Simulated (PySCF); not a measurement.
**H$_{4}$N$_{2}$O$_{2}$W (WO2(NH2)2): density, localisation and related maps**

Input file:

```
{"job": {"kind": "sp", "xc": "B3LYP", "basis": "ma-def2-SVP", "d3": "d3bj", "grid": 2}, "charge": 0, "multiplicity": 1}
W      0.515416    -0.192039     0.351681
O      0.408994    -0.464534     2.062596
O      2.090658    -0.480787    -0.319465
N      0.060201     1.688192     0.021333
H      0.438684     2.250212    -0.748459
H     -0.536268     2.257013     0.631401
N     -0.741619    -1.421178    -0.520660
H     -1.579872    -1.807420    -0.073930
H     -0.611424    -1.813968    -1.458957
```

Run with:

```sh
OMP_NUM_THREADS=1 python redox_run.py task.json out
```

Geometry: BP86-D3(BJ)/def2-SVP; core potentials replace the inner electrons of W.

Computed with DFT single point, gas phase, functional B3LYP in PySCF.

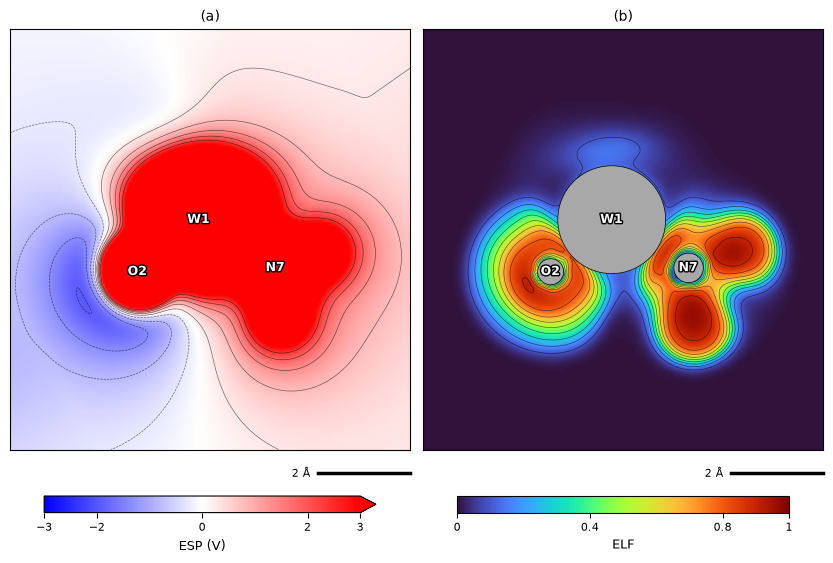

Figure 1. (a) molecular electrostatic potential; (b) ELF on the plane of atoms O2, W1 and N7. Grey discs cover the atomic cores in the ELF map.

**What do the fields say about this system?**

- The plane passes through W, O and N nuclei.
- W–O (1.74 Å): the ELF peaks at about 0.80 in the valence shell of O, 0.5 Å from its nucleus, and drops to about 0.35 between the two atoms.
- W–N (1.96 Å): the ELF peaks at about 0.85 in the valence shell of N, 0.6 Å from its nucleus, and is about 0.30 at the midpoint.
- Outside the dense part of the molecule the potential is most negative (−1.9 V) near O2.

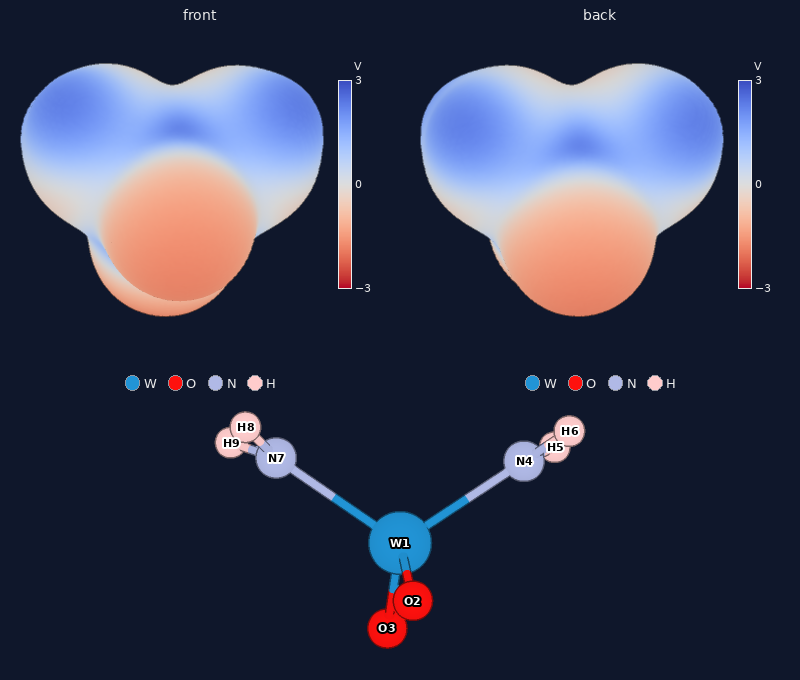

Figure 2. The electrostatic potential painted on the density surface at 0.002 e/bohr³, seen from the front and from behind; red is negative and blue positive. The bare structure is drawn below in the same view.

**Which sites attract a positive test charge, and which a negative one?**

A positive charge is drawn to the negative regions and a negative charge to the positive ones. The most negative region (about −1.8 V, or −42 kcal/mol for a unit charge) lies over O2 and O3, the most positive (about +2.2 V, or +51 kcal/mol for a unit charge) over H5, H6, H8 and H9.

**What dipole moment does the calculation give?**

Its dipole moment is 4.74 D.
